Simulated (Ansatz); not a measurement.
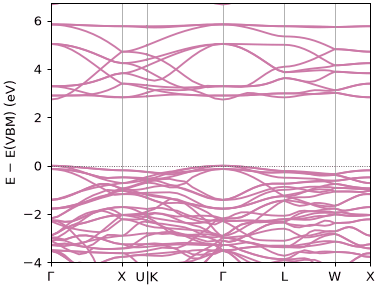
Figure. Band structure from r²SCAN (plane waves, PAW; program Ansatz)

Read off the gap and where the band edges lie.

About 2.7 eV (2.74 eV by a search for the band edges); maximum at Γ, minimum at Γ.

Which of these materials gives this?
A. Rb2NaInCl6, Fm-3m (Rb on 8c, Na on 4b, In on 4a, Cl on 24e)
B. TiNi4GeO8, F-43m (Pearson symbol cF56)
C. In2Pt2O7, Fd-3m (In on 16d, Pt on 16c, O on 8b, O on 48f)
D. InP, zinc blende

C, In2Pt2O7, Fd-3m (In on 16d, Pt on 16c, O on 8b, O on 48f)

The workflow started from a Materials Project entry (that database holds measured and hypothetical structures alike); the Crystallography Open Database copy checked does not list it. Its standing as an ambient phase is unchecked. Symmetry was held in the r²SCAN relaxation; whether a distortion lowers the energy is not shown. The run is not spin-polarised. Scalar-relativistic: spin–orbit coupling is off unless named, which matters more the heavier the elements.

Potentials: the later of the program's two PAW sets.
